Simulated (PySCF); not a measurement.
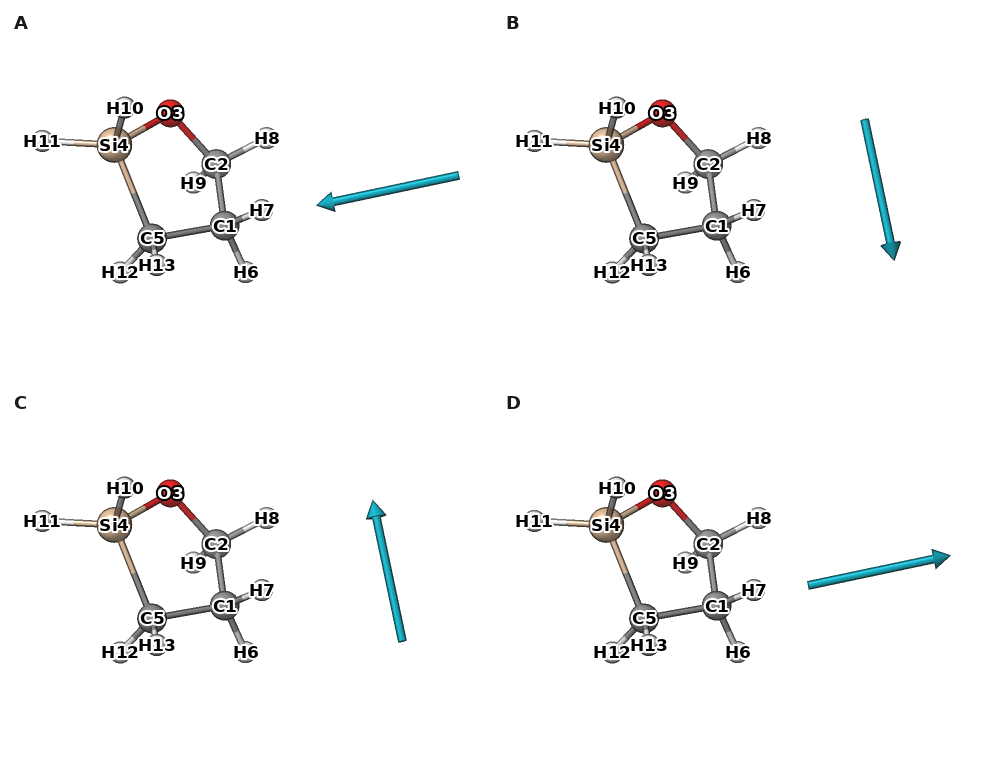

The same molecule four times, each with an arrow. The geometry was computed by an optimisation with GFN2-xTB. No frequency run is at hand to confirm it as a minimum. Properties computed with B3LYP/def2-SVPD, gas phase (PySCF 2.14.0).

Which arrow points along the dipole moment, from the negative to the positive end?

Answer. B. The dipole moment is 1.64 D; it points from the side of O3, H10, H11 to the side of H6 (the outermost atoms at the two ends).

The geometry is semi-empirical. Around Si such bond lengths and angles can be off by a tenth of an ångström or more and by several degrees, and values that hang on the shape move with them.
